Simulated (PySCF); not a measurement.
```yaml
atoms:
  - { symbol: C, position_ang: [-3.1573, 0.4850, 0.1957] }
  - { symbol: C, position_ang: [-1.8929, 1.1874, -0.2996] }
  - { symbol: O, position_ang: [-0.7131, 0.6408, 0.2255] }
  - { symbol: C, position_ang: [-0.2608, -0.5658, -0.4146] }
  - { symbol: C, position_ang: [0.3654, -1.4624, 0.6564] }
  - { symbol: C, position_ang: [1.5563, -0.7815, 1.3323] }
  - { symbol: Si, position_ang: [2.7230, -0.0446, -0.0005] }
  - { symbol: O, position_ang: [3.3716, 1.3892, 0.4360] }
  - { symbol: Si, position_ang: [1.1123, -0.0189, -1.6507] }
  - { symbol: H, position_ang: [-3.1870, 0.5035, 1.2825] }
  - { symbol: H, position_ang: [-3.1798, -0.5520, -0.1329] }
  - { symbol: H, position_ang: [-4.0363, 0.9917, -0.1934] }
  - { symbol: H, position_ang: [-1.8624, 1.1742, -1.3993] }
  - { symbol: H, position_ang: [-1.9014, 2.2309, 0.0326] }
  - { symbol: H, position_ang: [-1.1122, -1.0889, -0.8617] }
  - { symbol: H, position_ang: [0.6894, -2.3890, 0.1741] }
  - { symbol: H, position_ang: [-0.3898, -1.7193, 1.4052] }
  - { symbol: H, position_ang: [1.1763, 0.0190, 1.9699] }
  - { symbol: H, position_ang: [2.0536, -1.4955, 1.9891] }
  - { symbol: H, position_ang: [3.9498, -0.8235, -0.1582] }
  - { symbol: H, position_ang: [2.8195, 2.1215, 0.6978] }
  - { symbol: H, position_ang: [0.6695, 1.2375, -2.2721] }
  - { symbol: H, position_ang: [1.2016, -1.0125, -2.7311] }
```

Geometry: GFN2-xTB.

Computed with PySCF, PBE0/pcSseg-1, SCF density, gas phase, non-relativistic.

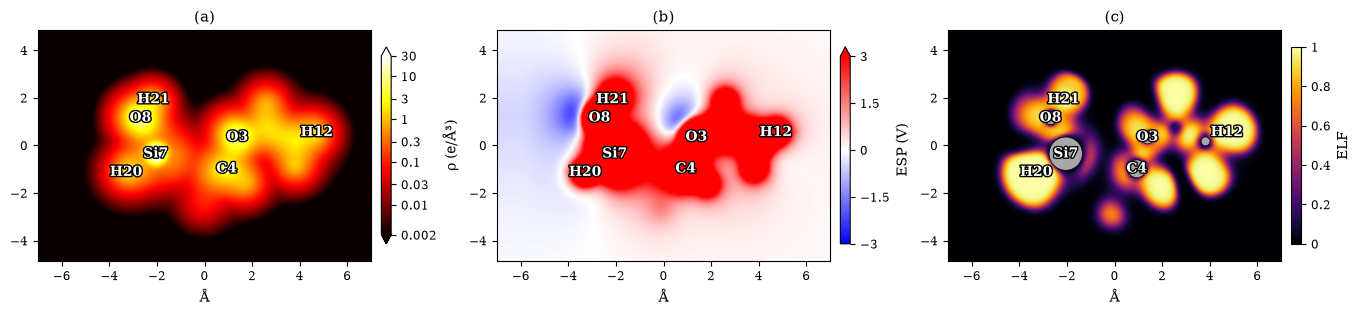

C5H14O2Si2. (a) total electron density; (b) molecular electrostatic potential; (c) electron localisation function on the plane of atoms O8, Si7 and H20. Grey discs cover the atomic cores in the ELF map.

### What do the fields say about this system?

The section cuts through O, C, Si and H sites.
Si–O (1.63 Å): ρ at the midpoint is about 1.1 e/Å³; the ELF peaks at about 0.85 between the atoms: a shared but strongly polarised pair.
O–H (0.95 Å): the density is about 3.7 e/Å³ at the midpoint; the ELF climbs to about 1 towards the hydrogen, as it does in any bond to H; a covalent bond by its length.
The ELF also peaks beside O8, away from the bonds: lone-pair regions.
Outside the dense part of the molecule the potential is most negative (−2.1 V) near O8.
